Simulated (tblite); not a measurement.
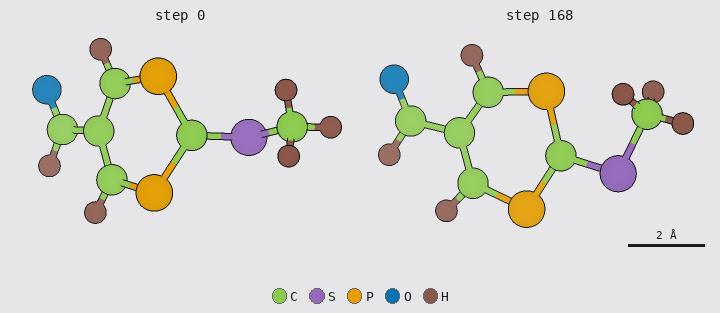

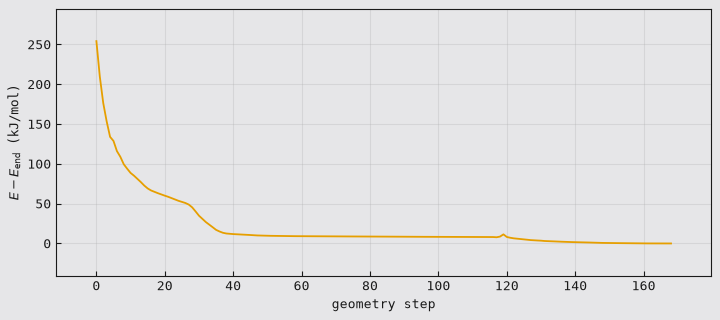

First and last geometry of a relaxation of C$_{6}$H$_{6}$OP$_{2}$S, with the history of the run. Style: ball-and-stick. Shown at a tilt.

These are results of GFN2-xTB geometry optimisation, gas phase in tblite 0.8.0, not measurements. 

What do the curves and the structures tell?

Answer. It converged. An H atom moves most after the best rigid fit: 1.79 Å. By element the largest moves are H 1.79 Å, S 1.55 Å, P 1.27 Å, O 0.84 Å, C 0.75 Å. Near-neighbour distances that change, for instance: C–P 1.855 → 1.723 Å, C–P 1.832 → 1.761 Å, C–C 1.418 → 1.389 Å, C–O 1.232 → 1.204 Å. Among the angles between lasting bonds that change: P–C–P 116.1° → 130.6°, S–C–P 119.2° → 110.5°, C–P–C 95.9° → 102.8°. Groups turn about C–S by about 80°, C–P by about 75°, C–P by about 75°. Over 168 geometry steps the energy falls by 254.2 kJ/mol.

```tsv
step	E − E(0), kJ/mol
0	0.00
1	-44.62
2	-77.74
3	-100.80
4	-120.24
5	-125.43
6	-138.18
7	-145.32
8	-154.69
9	-160.32
10	-165.61
18	-191.08
27	-205.33
35	-237.15
43	-243.09
52	-244.68
60	-245.10
68	-245.37
77	-245.44
85	-245.60
93	-245.80
101	-245.88
110	-245.93
118	-245.59
126	-249.59
135	-251.89
143	-252.90
151	-253.69
160	-254.12
168	-254.21
```
